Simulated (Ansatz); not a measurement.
**AlH3OSSn: density, localisation and related maps**

Input

```
crystal:
  periodic: [false, false, false]
  atoms:
    - {symbol: Al, position_ang: [0.550063, -0.181313, 0.786041]}
    - {symbol: O, position_ang: [-0.421561, -0.665772, 2.088990]}
    - {symbol: S, position_ang: [1.118733, -0.846579, -1.206364]}
    - {symbol: Sn, position_ang: [2.222007, 1.401128, -0.491553]}
    - {symbol: H, position_ang: [-0.966577, -1.455652, 2.139562]}
    - {symbol: H, position_ang: [0.425063, 1.579993, 0.381157]}
    - {symbol: H, position_ang: [2.183205, 0.434730, 1.266754]}
basis:
  gaussian:
    orbitals: def2-TZVPD
hamiltonian:
  xc: {name: PBE0}
output:
  forces: true
  orbitals: {seedname: orbitals}
```

Launched as:

```sh
ansatz run input.yaml --threads 1 --pin off --max-ram 2610MiB --events-out events.jsonl --progress --plain --runs-dir runs
```

Geometry: B3LYP-D3(BJ)/def2-SVP; core potentials replace the inner electrons of Sn.

Computed with isolated molecule in a Gaussian basis; Kohn-Sham density functional theory, functional PBE0 (Ansatz 0.2.0).

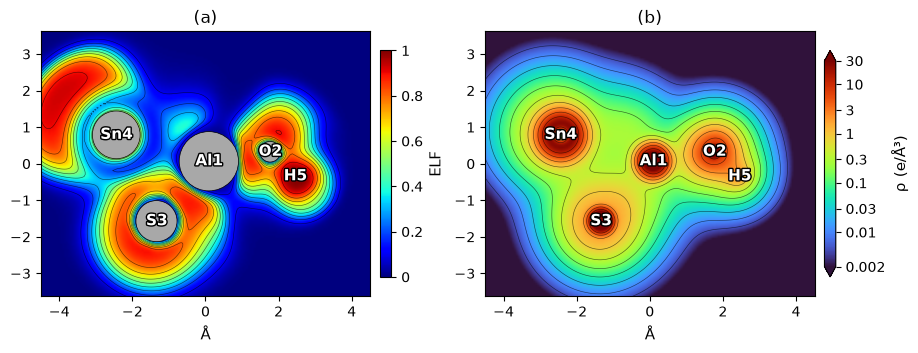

Figure 1. (a) ELF; (b) electron density on the plane of atoms Al1, O2 and H5. Grey discs cover the atomic cores in the ELF map.

Describe what can be read from this map.

- Atoms in the plane: Al, O, S, Sn and H.
- Al–O (1.70 Å): the density is about 0.91 e/Å³ at the midpoint; the ELF peaks at about 0.85 in the valence shell of O, 0.6 Å from its nucleus, and is about 0.50 at the midpoint.
- Al–S (2.18 Å): the density is about 0.68 e/Å³ at the midpoint; the ELF peaks at about 0.85 in the valence shell of S, 0.9 Å from its nucleus, and is about 0.85 at the midpoint.
- Sn–S (2.60 Å): ρ is about 0.43 e/Å³ halfway; the ELF peaks at about 0.75 in the valence shell of S, 0.9 Å from its nucleus, and drops to about 0.20 between the two atoms.
- Al–Sn (2.63 Å): ρ is about 0.27 e/Å³ halfway; the ELF is about 0.20 at the midpoint.
- O–H (0.96 Å): ρ at the midpoint is about 3.7 e/Å³; the ELF climbs to about 1 towards the hydrogen, as it does in any bond to H: a covalent bond by its length.
- The ELF also peaks beside S3 and O2, away from the bonds: lone-pair regions.

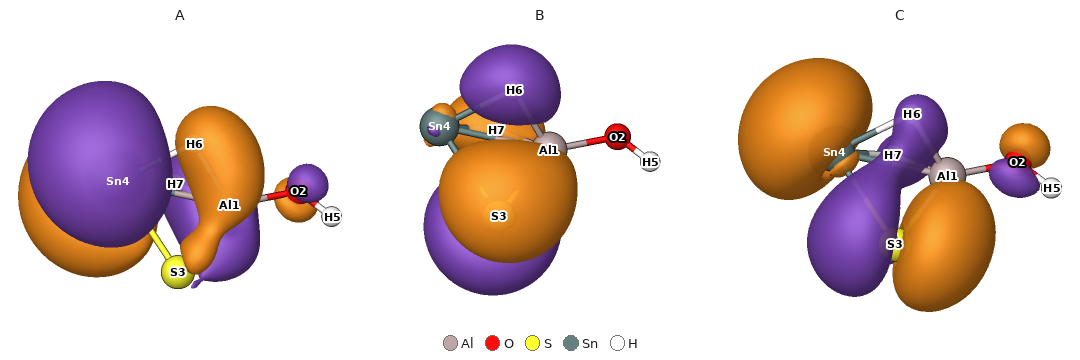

Figure 2. Three frontier orbitals at ±0.06 Å⁻³ᐟ² (orange and purple are the two phases), in no order.

Which picture is the HOMO−1, the HOMO and the LUMO?

C is the HOMO−1 (−7.40 eV). Its weight (Hirshfeld) is mainly on S3 (about 50 %), Sn4 (about 35 %) and Al1 (about 10 %). B is the HOMO (−6.61 eV). By Hirshfeld shares it lies mainly on S3 (about 75 %) and Sn4 (about 5 %); largely a lone pair of S3. A is the LUMO (−1.90 eV). It lies mainly on Sn4 (about 70 %) and Al1 (about 15 %).

What is the HOMO–LUMO gap?

4.71 eV between the orbital energies.
